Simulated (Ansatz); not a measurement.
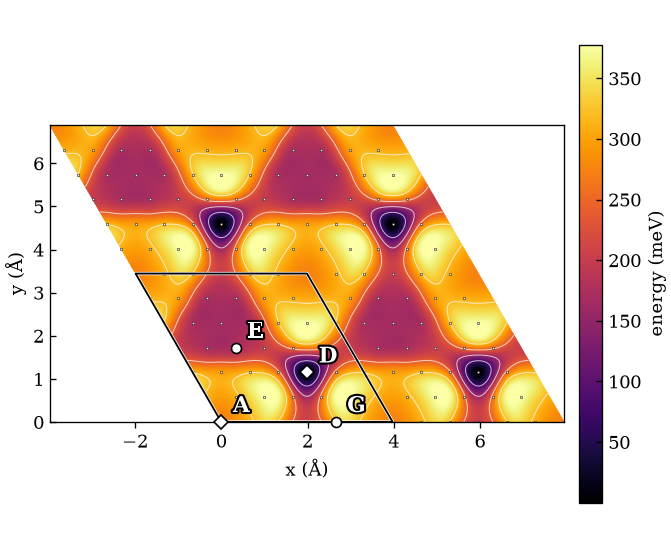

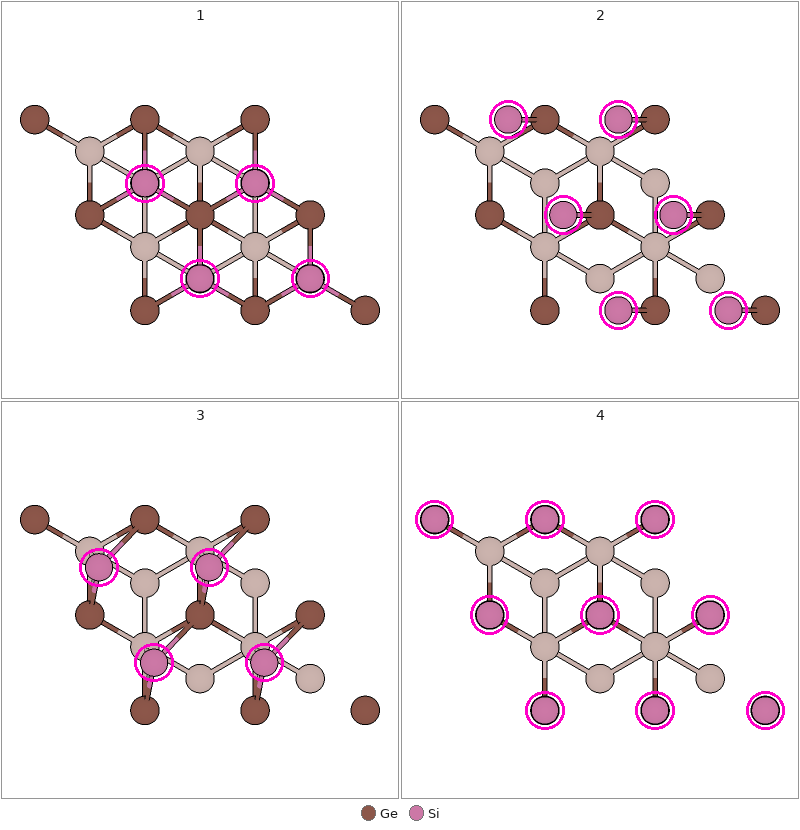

Si on a Ge(111) slab cut from the Fd-3m phase, its upper half relaxed before the scan (4 atoms of substrate and one adsorbate in a 1 × 1 cell). Si is moved over the surface cell; relaxed at each place: the height of the adsorbate's atoms; substrate rigid; the origin of the map has the adsorbate above Ge4. Places are given modulo a cell vector. The map is drawn in real space over the plane of the surface. Grid: 6 × 6 points; 10 points were computed and 26 follow by symmetry. Energies are in meV, from the lowest grid point. With one adsorbate in each 1 × 1 cell, its nearest image is 4.0 Å away, so neighbouring adsorbates interact. All numbers below come from DFT LDA, scalar-relativistic, plane waves, PAW in Ansatz 0.2.0. Settings: cutoff 420 eV, k-mesh 9×9×1, gaussian smearing 0.1 eV, no spin polarisation.

In the figure: a smooth colour map with a few white contour lines, dots at the grid points, the outline of one cell of the 2 × 2 shown, lettered points. Between grid points the surface is interpolated. The numbered pictures are the structures at these points, in random order. Rings mark the moved atoms.

Q: Which structure belongs to which point?

A: A is structure 4: the top site over a surface Ge atom, (0/6, 0/6) of the cell vectors, 274 meV; D is structure 1: a threefold hollow, (4/6, 2/6) of the cell vectors, 0 meV; E is structure 3: (2/6, 3/6) of the cell vectors [nearest 1 Ge at 2.50 Å], 174 meV; G is structure 2: (4/6, 0/6) of the cell vectors [nearest 1 Ge at 2.37 Å], 317 meV.

PAW datasets: the set soft_1.
